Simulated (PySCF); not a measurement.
## Si2NH5: geometry relaxation

System: Si2NH5, multiplicity 3, SMILES N[Si][SiH3].
Method: PBE0-D3(BJ)/def2-SVP geometry optimisation, gas phase (PySCF 2.14.0).

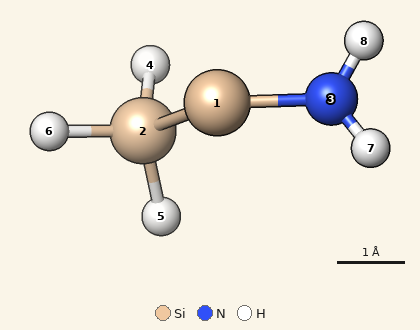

**Figure 1.** The starting structure (ball-and-stick view, seen at a tilt; atoms are numbered from 1 in the order of the input).

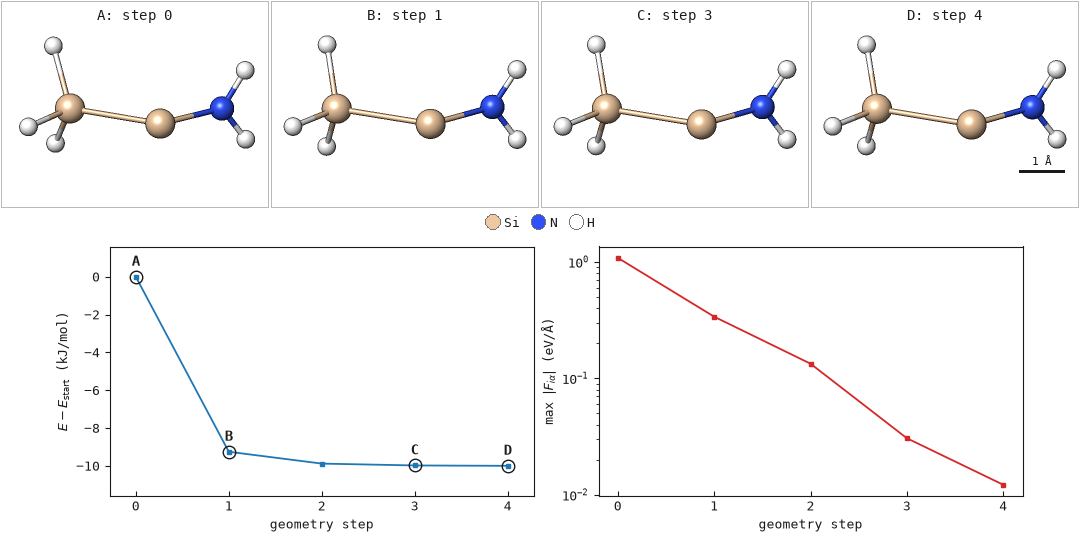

**Figure 2.** Frames of the relaxation (ball-and-stick view, seen at a tilt) above the curves, on which the letters mark them (steps are counted from 0).

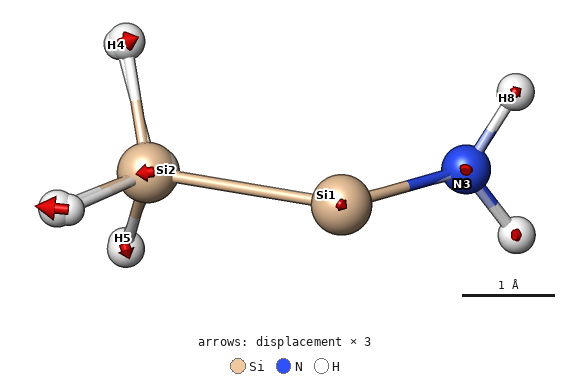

**Figure 3.** Start (faint) and end (solid) with the displacements as red arrows, magnified 3 times (ball-and-stick view, seen at a tilt). The two geometries are laid on each other by the best rigid fit. The largest move after the best rigid fit is that of H6, 0.13 Å. By element the largest moves are H 0.13 Å, Si 0.07 Å, N 0.04 Å. Among the contacts that change: Si1–Si2 2.254 → 2.346 Å, N3–H7 0.987 → 1.015 Å, Si2–H5 1.484 → 1.499 Å, Si1–N3 1.722 → 1.736 Å. Among the angles that change: Si1–Si2–H4 118.3° → 112.5°, H4–Si2–H5 102.7° → 107.8°, Si1–Si2–H5 117.2° → 112.6°. Over 4 geometry steps the energy falls by 10.00 kJ/mol. Largest force component: 1.1 eV/Å at the start, 0.012 eV/Å at the end. (Atoms are counted from 1 in the order of the input.)

These pictures come from the run below.

Input:
```
{"job": {"xc": "PBE0", "basis": "def2-SVP", "d3": "d3bj", "grid": 2, "kind": "geom", "shake": 0.01}, "charge": 0, "multiplicity": 3}
Si    -1.062576     0.256728     0.329746
Si     0.982565     1.068537    -0.157049
N     -1.294155    -1.444021     0.186943
H      2.140482     0.637545     0.696798
H      1.490196     0.845933    -1.533267
H      0.815989     2.522209     0.032235
H     -1.735040    -1.878265    -0.582417
H     -1.291385    -2.037219     0.999111
```

The first line tells a small driver script what to run in PySCF; the rest is the geometry in Å.

Command:
```bash
OMP_NUM_THREADS=1 python <driver script> task.json out
```

Log:
```
step   0  E = -636.13993424  max force = 0.021073
step   1  E = -636.14345806  max force = 0.006583
step   2  E = -636.14369640  max force = 0.002598
step   3  E = -636.14373391  max force = 0.000595
step   4  E = -636.14374138  max force = 0.000237
optimisation converged
```

Trajectory as extended XYZ (Å, eV, eV/Å), 5 frames, from step=0 to step=4:
```
8
Properties=species:S:1:pos:R:3:forces:R:3 step=0 energy=-17310.24931
Si   -1.0626    0.2567    0.3297   -0.7005  -0.1631   0.1396
Si    0.9826    1.0685   -0.1570    1.0548   0.2789  -0.0184
N    -1.2942   -1.4440    0.1869    0.5607   0.4740   0.7792
H     2.1405    0.6375    0.6968   -0.1472  -0.0962   0.1876
H     1.4902    0.8459   -1.5333   -0.1077  -0.0986  -0.3870
H     0.8160    2.5222    0.0322   -0.0109   0.4330   0.0414
H    -1.7350   -1.8783   -0.5824   -0.6329  -0.5471  -1.0836
H    -1.2914   -2.0372    0.9991   -0.0163  -0.2809   0.3413
8
Properties=species:S:1:pos:R:3:forces:R:3 step=1 energy=-17310.34520
Si   -0.9629    0.3472    0.2674   -0.3385  -0.0405   0.1010
Si    1.1017    1.2752   -0.2174    0.1233   0.0563  -0.1176
N    -1.1363   -1.3764    0.1637    0.0108  -0.0640  -0.0422
H     2.1596    0.7695    0.7090    0.1059  -0.0017   0.0060
H     1.5169    0.9985   -1.6319    0.0594   0.0091   0.0298
H     0.9540    2.7523   -0.0382    0.0043  -0.0076   0.0083
H    -1.6195   -1.8124   -0.6167    0.0286   0.0152   0.0349
H    -1.1688   -1.9639    0.9918    0.0060   0.0332  -0.0202
8
Properties=species:S:1:pos:R:3:forces:R:3 step=2 energy=-17310.35169
Si   -0.9847    0.3493    0.2726   -0.1336  -0.0118   0.0287
Si    1.1010    1.2735   -0.2182    0.0766   0.0110  -0.0218
N    -1.1448   -1.3756    0.1628    0.0225  -0.0243  -0.0072
H     2.1740    0.7732    0.7017    0.0105   0.0044  -0.0173
H     1.5284    1.0042   -1.6297    0.0172  -0.0065   0.0081
H     0.9561    2.7501   -0.0355   -0.0024   0.0046   0.0067
H    -1.6162   -1.8229   -0.6171    0.0031   0.0189  -0.0084
H    -1.1690   -1.9619    0.9911    0.0061   0.0038   0.0113
8
Properties=species:S:1:pos:R:3:forces:R:3 step=3 energy=-17310.35271
Si   -0.9988    0.3501    0.2765   -0.0012   0.0289   0.0177
Si    1.0993    1.2721   -0.2179    0.0117   0.0051   0.0018
N    -1.1423   -1.3761    0.1642    0.0112   0.0099  -0.0159
H     2.1767    0.7748    0.6985   -0.0092  -0.0038   0.0002
H     1.5330    0.9992   -1.6265   -0.0055  -0.0060  -0.0017
H     0.9561    2.7494   -0.0363    0.0004  -0.0004   0.0000
H    -1.6135   -1.8139   -0.6210   -0.0011  -0.0306   0.0073
H    -1.1659   -1.9657    0.9903   -0.0063  -0.0031  -0.0093
8
Properties=species:S:1:pos:R:3:forces:R:3 step=4 energy=-17310.35291
Si   -1.0044    0.3554    0.2786    0.0054   0.0029  -0.0099
Si    1.0977    1.2724   -0.2167   -0.0057   0.0032   0.0026
N    -1.1440   -1.3714    0.1615    0.0122  -0.0069   0.0076
H     2.1735    0.7691    0.6976   -0.0048  -0.0042   0.0065
H     1.5292    0.9966   -1.6256   -0.0087  -0.0027  -0.0013
H     0.9604    2.7502   -0.0338    0.0032  -0.0025  -0.0020
H    -1.6063   -1.8219   -0.6219   -0.0025   0.0121  -0.0064
H    -1.1614   -1.9604    0.9881    0.0009  -0.0021   0.0030
```

Summary:

```json
{"quantity": "outcome", "value": "converged"}
{"quantity": "total energy", "value": "−636.143741 hartree"}
{"quantity": "⟨S²⟩", "value": "2.004"}
{"quantity": "dipole moment", "value": "2.03 D"}
{"quantity": "point group", "value": "Cs"}
{"quantity": "hardware", "value": "1 CPU thread, shared host"}
{"quantity": "wall time", "value": "27 s"}
{"quantity": "peak memory", "value": "0.38 GiB"}
```
